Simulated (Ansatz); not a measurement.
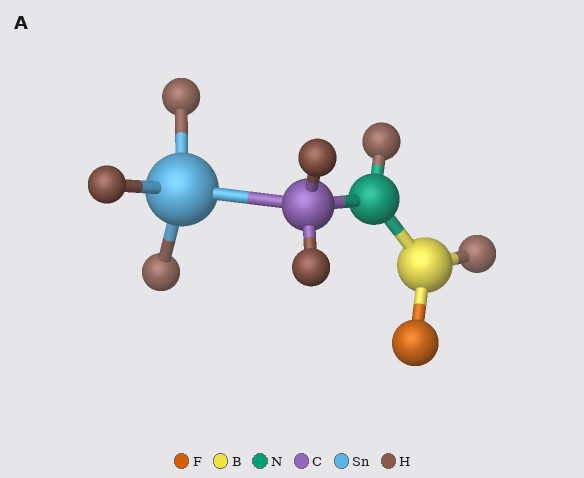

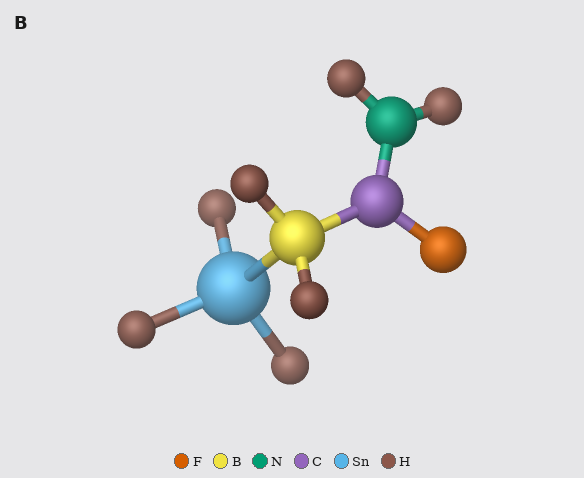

2 stationary structures of one formula. Geometries: PBE0-D4/def2-TZVP. Electronic energies: CCSD(T)/CBS (MP2 limit from def2-TZVPP and def2-QZVPP plus CCSD(T) − MP2) (Ansatz 0.2.0), without zero-point energy. No frequency run is at hand to confirm each as a minimum. Each is one conformer, not always the lowest.

**Which structure is the most stable?**

A is lowest; B lies 266.8 kJ/mol above it.

Give E(B) − E(A) in kJ/mol at these levels too: RHF-CCSD(T) (frozen core)/def2-TZVPP; ωB97X-V/def2-TZVPP; PBE-D4/def2-TZVPP; B2PLYP (frozen core)/def2-TZVPP; RHF-MP2 (frozen core)/def2-QZVPP; PBE0-D4/def2-TZVPP; B3LYP-D4/def2-TZVPP; r2SCAN-D4/def2-TZVPP.

```
                               level  E(B) − E(A) (kJ/mol)
RHF-CCSD(T) (frozen core)/def2-TZVPP                +265.8
                  ωB97X-V/def2-TZVPP                +255.9
                   PBE-D4/def2-TZVPP                +219.3
     B2PLYP (frozen core)/def2-TZVPP                +260.2
    RHF-MP2 (frozen core)/def2-QZVPP                +271.8
                  PBE0-D4/def2-TZVPP                +236.6
                 B3LYP-D4/def2-TZVPP                +248.9
                r2SCAN-D4/def2-TZVPP                +231.9
```
